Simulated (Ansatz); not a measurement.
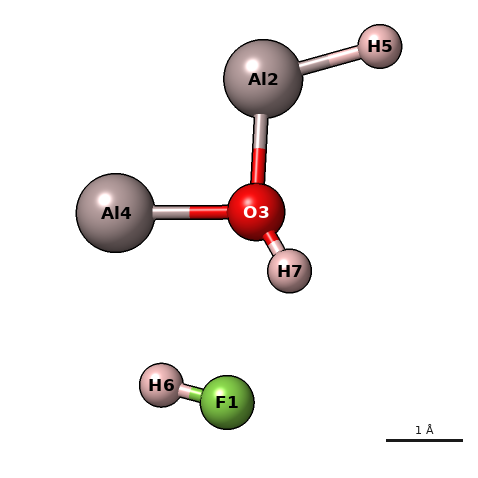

The computed structure is the end point of a PBE-D4/def2-SVP optimisation. No frequency run is at hand to confirm it as a minimum.

Which hydrogen bonds does the structure hold? Count O, N, F, S and Cl donors.

```csv
D–H···A,D–H (Å),H···A (Å),angle (°),kind
O3–H7···F1,0.98,1.99,127,intermolecular
```
